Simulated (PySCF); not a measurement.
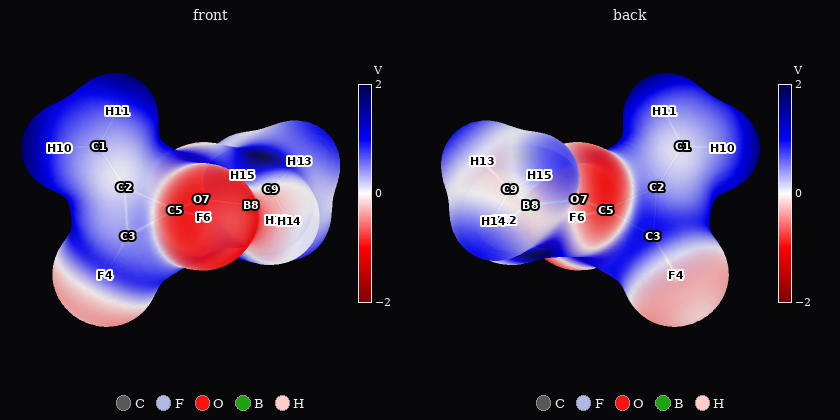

Figure 1: C5H6BF2O (doublet). The electrostatic potential painted on the density surface at 0.004 e/bohr³, seen from the front and from behind; red is negative and blue positive.

Geometry: GFN2-xTB.

Computed with UKS B3LYP, pcH-1 on B C F H O, non-relativistic, mean-field spin-orbit, GIAO in PySCF 2.14.0, density-fitted response routines.

```xyz
15

C    -2.8108    1.2599    0.1720
C    -2.0396    0.1654    0.0144
C    -1.8160   -1.0932   -0.4603
F    -2.0834   -1.9640   -1.4189
C    -0.7547   -0.5411    0.3852
F    -0.6598   -1.0342    1.6735
O     0.4424   -0.1337   -0.1137
B     1.6766   -0.3880    0.3576
C     2.8764    0.2309   -0.4639
H    -3.7951    1.3063   -0.2601
H    -2.4612    2.0998    0.7442
H     1.8529   -1.0332    1.3261
H     3.4839    0.8776    0.1652
H     3.5389   -0.5540   -0.8223
H     2.5451    0.8092   -1.3209
```

Question: Describe the electrostatic potential map.

Answer: The most negative region (about −1.0 V) lies over F6 and O7, the most positive (about +1.9 V) over B8.
